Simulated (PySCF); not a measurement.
Input

```
{"job": {"kind": "nmr", "xc": "PBE0", "basis": "pcSseg-1"}, "charge": 0, "multiplicity": 1}
C     -2.807945    -0.305964    -0.691414
C     -1.505598    -0.143011    -0.993175
C     -0.563536     0.056031     0.142428
C      0.846060     0.235497    -0.134331
C      1.575187     0.248788    -1.300497
C      2.932313     0.466629    -0.925177
C      2.927130     0.570775     0.435672
O      1.679102     0.434330     0.915756
C     -1.116991     0.054297     1.384882
Si    -2.950643    -0.210206     1.175900
H     -3.567779    -0.456672    -1.460480
H     -1.122319    -0.150460    -2.018855
H      1.186571     0.114510    -2.306771
H      3.798590     0.536927    -1.578863
H      3.709378     0.737545     1.171651
H     -0.507208     0.193246     2.278496
H     -3.795254     0.928008     1.655784
H     -3.472285    -1.463618     1.804763
```

Run with:

```sh
OMP_NUM_THREADS=1 python probes_run.py task.json out
```

Geometry: PBE0-D3(BJ)/def2-SVP.

Theory: PBE0/pcSseg-1, SCF density, gas phase, non-relativistic in PySCF.

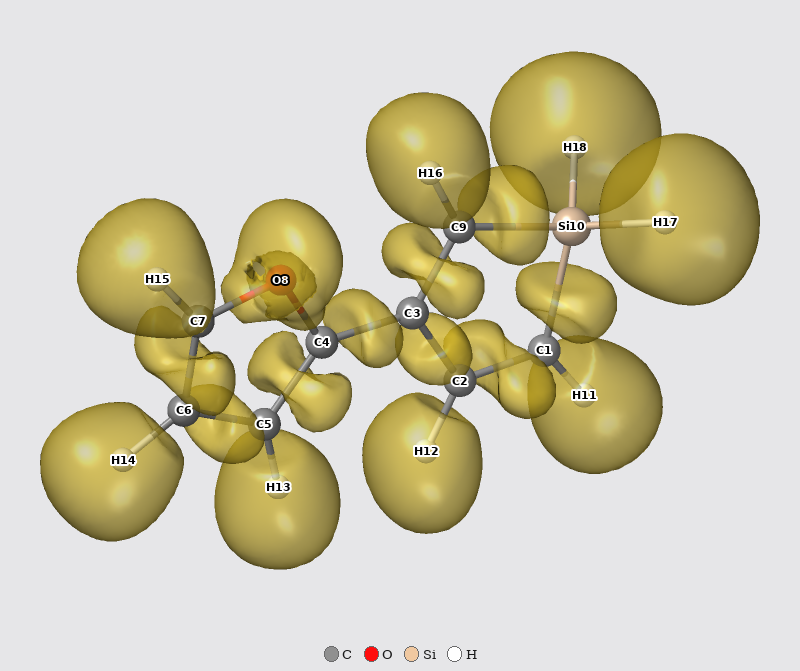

C$_{8}$H$_{8}$OSi (SMILES C1=CC(c2ccco2)=C[SiH2]1). Isosurface of the ELF at 0.75 (yellow), seen at a tilt. Only the valence region is drawn (cores and ρ < 0.01 e/Å³ removed).

Question: Where are the electrons localised?

Answer: The surface consists of seven regions between bonded C–C atoms (shared pairs), two regions between bonded C–Si atoms (shared pairs), eight regions around hydrogen nuclei and one region on O in which the atom's valence shell and bonds are merged.

Values along the shortest contacts:
C–O (1.34 Å): the ELF peaks at about 0.90 between the atoms; a shared but strongly polarised pair. C–C (1.35 Å): the ELF peaks at about 0.95 between the atoms (a covalent bond).
